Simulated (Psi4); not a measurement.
# S2F2 (SMILES FSSF): SCAN/6-311+G(d,p) (density fitting with cc-pvqz-jkfit, sweep point 5)

Aim: the vertical singlet–triplet gap of S2F2 at SCAN/6-311+G** (density fitting with cc-pvqz-jkfit, sweep point 5), from 2 runs. 

The calculation is run with Psi4 1.11.

4 further runs of the same task are left out: 4 that didn't finish.

## (1) The structure to begin with

S2F2 has 4 atoms, charge 0, and is taken as a singlet. SMILES: `FSSF`. The coordinates come from a PBE0-D4/def2-TZVP relaxation.

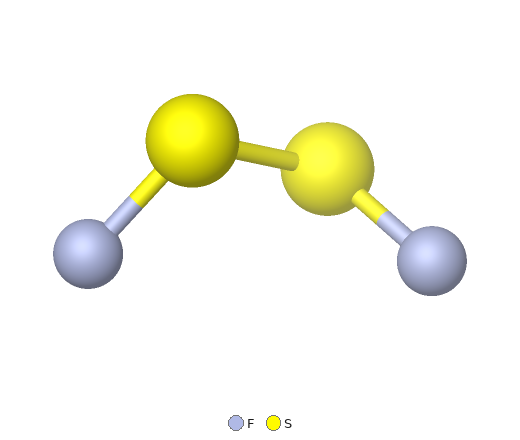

The structure, seen from a chosen angle (fluorine light blue, sulfur yellow).

## (2) The energy at SCAN/6-311+G(d,p) (density fitting with cc-pvqz-jkfit, sweep point 5)

Contents of f2s2.dat:

```
memory 1600 MB

molecule {
  0 1
  F     -1.783750    -0.199930    -0.621590
  S     -0.467670     0.764150    -0.632370
  S      1.044990    -0.276390    -0.184720
  F      1.206410    -0.287820     1.438680
  symmetry c1
}

set {
  basis                6-311+G**
  puream               true
  scf_type             df
  dft_radial_points    99
  dft_spherical_points 590
  df_basis_scf         cc-pvqz-jkfit
}

e_tot, wfn = energy("scan", return_wfn=True)
```

Command:

```console
$ psi4 f2s2.dat f2s2.out -n 1
```

f2s2.out:

```text
[...]
  Running in c1 symmetry.
[...]
  Nuclear repulsion =  230.128319113788450
[...]
  Multiplicity = 1
[...]
  Nalpha       = 25
  Nbeta        = 25
[...]
    Number of basis functions: 104
[...]
   @DF-RKS iter   1:  -996.02638192243796    4.37716e-02   6.14615e-03 DIIS/ADIIS
[...]
   @DF-RKS iter   8:  -996.11247975661593   -4.58343e-08   7.15159e-07 DIIS
[...]
    Orbital Energies [Eh]
    ---------------------
    Doubly Occupied:
       1A    -88.639017     2A    -88.639003     3A    -24.514793
       4A    -24.514768     5A     -7.973118     6A     -7.972964
       7A     -5.922349     8A     -5.922108     9A     -5.915329
      10A     -5.914681    11A     -5.907843    12A     -5.907831
      13A     -1.198781    14A     -1.194480    15A     -0.840207
      16A     -0.647718    17A     -0.529904    18A     -0.473028
      19A     -0.463709    20A     -0.431745    21A     -0.430481
      22A     -0.409299    23A     -0.341871    24A     -0.289859
      25A     -0.282707
[...]
  @DF-RKS Final Energy:  -996.11247975661593
   => Energetics <=
    Nuclear Repulsion Energy =            230.1283191137884501
    One-Electron Energy =               -1835.8507925426429210
    Two-Electron Energy =                 682.0038721322131323
    DFT Exchange-Correlation Energy =     -72.3938784599745446
    Empirical Dispersion Energy =           0.0000000000000000
    VV10 Nonlocal Energy =                  0.0000000000000000
    Total Energy =                       -996.1124797566159259
[...]
 Multipole Moments:
 ------------------------------------------------------------------------------------
     Multipole            Electronic (a.u.)      Nuclear  (a.u.)        Total (a.u.)
 ------------------------------------------------------------------------------------
 L = 1.  Multiply by 2.5417464519 to convert [e a0] to [Debye]
 Dipole X            :         -0.3464052            0.6946095            0.3482043
 Dipole Y            :         -0.2929196            0.5868381            0.2939185
 Dipole Z            :          0.4906729           -0.9830746           -0.4924017
 Magnitude           :                                                    0.6708902
[...]
```

Run time: 21 s. Hardware: 1 thread of Intel Xeon at 2.70GHz, shared host; peak memory 0.85 GiB.

## (3) The triplet, same level

Contents of calc.inp:

```
memory 1.6 GB

molecule geom {
  0 3
  F     -1.783750    -0.199930    -0.621590
  S     -0.467670     0.764150    -0.632370
  S      1.044990    -0.276390    -0.184720
  F      1.206410    -0.287820     1.438680
  symmetry c1
}

set globals {
  basis                6-311+G**
  reference            uks
  puream               true
  scf_type             df
  dft_radial_points    99
  dft_spherical_points 590
  df_basis_scf         cc-pvqz-jkfit
  maxiter              100
}

E, wfn = energy('scan', return_wfn=True)
```

Command:

```console
$ psi4 calc.inp calc.out -n 1
```

calc.out:

```text
[...]
  Running in c1 symmetry.
[...]
  Nuclear repulsion =  230.128319113788450
[...]
  Multiplicity = 3
[...]
  Nalpha       = 26
  Nbeta        = 24
[...]
    Number of basis functions: 104
[...]
   @DF-UKS iter   1:  -995.86958641244064    2.00567e-01   6.25599e-03 ADIIS/DIIS
[...]
   @DF-UKS iter  11:  -995.96287651819921   -2.34606e-07   9.64913e-07 DIIS
[...]
   @S^2 Observed:                2.010350741E+00
[...]
    Orbital Energies [Eh]
    ---------------------
    Alpha Occupied:
       1A    -88.642765     2A    -88.642759     3A    -24.515128
       4A    -24.515114     5A     -7.975981     6A     -7.975832
       7A     -5.924280     8A     -5.923873     9A     -5.917964
      10A     -5.917772    11A     -5.916192    12A     -5.915899
      13A     -1.206979    14A     -1.202437    15A     -0.859707
      16A     -0.667018    17A     -0.542406    18A     -0.487223
      19A     -0.475420    20A     -0.447835    21A     -0.442229
      22A     -0.417487    23A     -0.352448    24A     -0.317129
      25A     -0.307224    26A     -0.135718
    Alpha Virtual:
[...]
  @DF-UKS Final Energy:  -995.96287651819921
   => Energetics <=
    Nuclear Repulsion Energy =            230.1283191137884501
    One-Electron Energy =               -1835.6216813904479750
    Two-Electron Energy =                 681.9354549474323903
    DFT Exchange-Correlation Energy =     -72.4049691889720464
    Empirical Dispersion Energy =           0.0000000000000000
    VV10 Nonlocal Energy =                  0.0000000000000000
    Total Energy =                       -995.9628765181992094
[...]
 Multipole Moments:
 ------------------------------------------------------------------------------------
     Multipole            Electronic (a.u.)      Nuclear  (a.u.)        Total (a.u.)
 ------------------------------------------------------------------------------------
 L = 1.  Multiply by 2.5417464519 to convert [e a0] to [Debye]
 Dipole X            :         -0.4192433            0.6946095            0.2753661
 Dipole Y            :         -0.3541842            0.5868381            0.2326539
 Dipole Z            :          0.5933702           -0.9830746           -0.3897044
 Magnitude           :                                                    0.5308709
[...]
```

Run time: 32 s. Hardware: 1 thread of Intel Xeon at 2.70GHz, shared host; peak memory 0.85 GiB.

## (4) Results

Level: SCAN/6-311+G** (density fitting with cc-pvqz-jkfit, sweep point 5).

```
                                        quantity          value
                           singlet: total energy  -996.11248 Eh
                          singlet: dipole moment         1.71 D
                            singlet: HOMO energy       -7.69 eV
                            singlet: LUMO energy       -2.72 eV
                          singlet: HOMO–LUMO gap        4.97 eV
                           triplet: total energy  -995.96288 Eh
                          triplet: dipole moment         1.35 D
     triplet: HOMO energy (highest over α and β)       -3.69 eV
                                   triplet: ⟨S²⟩          2.010
vertical energy of the triplet above the singlet       4.071 eV
```

What this shows: At this shape the triplet lies 4.07 eV (94 kcal/mol) above the singlet.
